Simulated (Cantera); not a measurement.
A closed system holds: 1 mol V2O3, 400 mol H2, at 13.3 mbar.

Equilibrium computed with Cantera from the NASA thermochemical tables; the gas is ideal and each condensed phase is pure. Candidate condensed phases: H2O, V, VO, V2O3, V2O4, V2O5; 12 gas species. Mutual solubility and eutectic melting of coexisting phases are not modelled. VO: taken at fixed stoichiometry. Condensed phases not in the tables: the oxides between V2O3 and V2O5 other than VO2. Equilibrium is a limit: real reactors are often held back by kinetics, nucleation or transport.

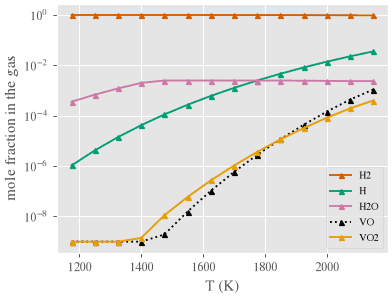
*Equilibrium gas composition (values under 1e-9 drawn at 1e-9)*

Q: Read off the mole fractions at 1625 K.

A: H2 about 1.00, H2O about 0.0025, H about 0.00061, VO2 about 2.7e-7, VO about 1.0e-7.
